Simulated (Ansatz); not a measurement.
# C₂H₄BFO: a ladder of functionals and wavefunction methods

Aim: compute C₂H₄BFO with functionals from several rungs and with coupled cluster, and see how far each lands from CCSD(T) at the basis-set limit for the atomisation energy.

Computed with Ansatz 0.2.0, Gaussian basis. Level: functionals in def2-TZVPP, the program's frozen cores in correlated methods.

The runs, in order: LDA (SPW92), PBE-D4, revPBE-D4, BLYP-D4, r2SCAN-D4, B97M-V, PBE0-D4, B3LYP-D4, r2SCANh-D4, r2SCAN0-D4, HSE06-D4, BHLYP-D4, CAM-B3LYP-D4, LC-ωPBE, ωB97X-V, ωB97M-V, B2PLYP, PBE-QIDH; CCSD(T)/def2-SVP; CCSD(T)/def2-TZVPP; MP2/def2-QZVPP; extrapolation to the limit; RPA on PBE.

## 1. The relaxed structure

The geometry comes from an earlier relaxation with PBE0-D4 in a triple-zeta def2 set; it is a stationary point, not always the lowest conformer.

SMILES `C=C(F)BO`, 9 atoms, charge 0, spin multiplicity 1.

Atoms are counted from 1 here; the program's logs count them from 0.

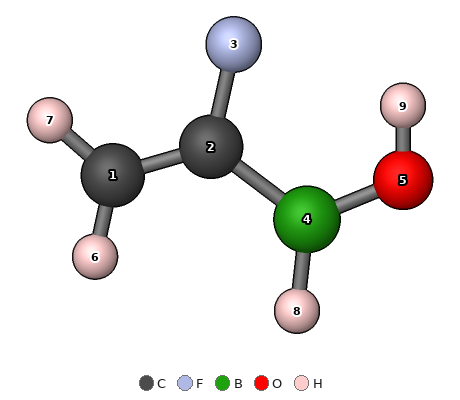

The structure; carbon dark grey, fluorine light blue, boron green, oxygen red, hydrogen pink; atoms are numbered from 1 in the order of the file.

## 2. LDA

This LDA is Slater exchange with PW92 correlation.

Contents of in.yaml:

```yaml
crystal:
  periodic: [false, false, false]
  atoms:
    - {symbol: C, position_ang: [-1.169433, 0.333275, 0.990780]}
    - {symbol: C, position_ang: [0.006548, 0.240783, 0.386102]}
    - {symbol: F, position_ang: [1.081325, 0.862917, 0.944724]}
    - {symbol: B, position_ang: [0.311563, -0.523888, -0.935631]}
    - {symbol: O, position_ang: [1.559105, -0.536453, -1.442312]}
    - {symbol: H, position_ang: [-2.021565, -0.162031, 0.544705]}
    - {symbol: H, position_ang: [-1.307936, 0.885395, 1.913010]}
    - {symbol: H, position_ang: [-0.551616, -1.109039, -1.518534]}
    - {symbol: H, position_ang: [2.180511, -0.037360, -0.899944]}
basis:
  gaussian: {orbitals: def2-TZVPP}
hamiltonian: {xc: lda}
output: {orbitals: {seedname: orbitals}}
```

Launch:

```console
> ansatz run in.yaml --threads 2 --pin off --events-out ev --progress --plain --max-ram 4352MiB
```

Further steps of the session: PBE-D4 (GGA); revPBE-D4 (GGA); BLYP-D4 (GGA); r2SCAN-D4 (meta-GGA); B97M-V (meta-GGA); PBE0-D4 (hybrid); B3LYP-D4 (hybrid); r2SCANh-D4 (hybrid); r2SCAN0-D4 (hybrid); HSE06-D4 (hybrid); BHLYP-D4 (hybrid); CAM-B3LYP-D4 (range-separated); LC-ωPBE (range-separated); ωB97X-V (range-separated); ωB97M-V (range-separated); B2PLYP (double hybrid); PBE-QIDH (double hybrid); CCSD(T) in def2-SVP; CCSD(T) in def2-TZVPP; MP2 in def2-QZVPP; RPA on PBE orbitals.

**Question.** What will the summary of the whole plan be? Wanted: atomisation energy, CCSD(T)/CBS; farthest beyond LDA; mean size of error, GGA; mean size of error, meta-GGA; mean size of error, hybrid; mean size of error, range-separated; mean size of error, double hybrid; gap, smallest and largest; T1 diagnostic.

As calculated:

| quantity | value |
| --- | --- |
| atomisation energy, CCSD(T)/CBS | 900.4 kcal/mol |
| functionals within 4.5 kcal/mol (0.5 %) | revPBE-D4, B3LYP-D4, r2SCANh-D4, LC-ωPBE, ωB97X-V, B2PLYP, PBE-QIDH |
| farthest beyond LDA | PBE-D4 (+31.1 kcal/mol) |
| mean size of error, GGA | 14.3 kcal/mol |
| mean size of error, meta-GGA | 6.6 kcal/mol |
| mean size of error, hybrid | 10.1 kcal/mol |
| mean size of error, range-separated | 5.1 kcal/mol |
| mean size of error, double hybrid | 3.0 kcal/mol |
| gap, smallest and largest | 4.41 eV (LDA (SPW92)), 11.66 eV (LC-ωPBE) |
| T1 diagnostic | 0.0137 |
| triples share of the correlation energy | 3.7 % |

LDA overbinds by 148.1 kcal/mol (16 %). PBE-D4 misses by +31.1 kcal/mol. Double hybrids carry the basis error of their MP2 part in triple zeta, and no dispersion term here, so their miss is partly the set-up's. Taken by rung, double hybrid functionals do best (3.0 kcal/mol on average) and GGA ones worst beyond LDA (14.3 kcal/mol). The gap between the best rungs is small, so their order is not settled. The reference freezes the cores and leaves out relativity and excitations past (T), so misses under about 4.5 kcal/mol can't be ranked. Hartree-Fock recovers 73 % of the binding; the rest is correlation. CCSD(T) in def2-SVP is off by -38.6 kcal/mol, which most functionals beat. Orbital gaps span 4.4 to 11.7 eV; exact exchange widens them.
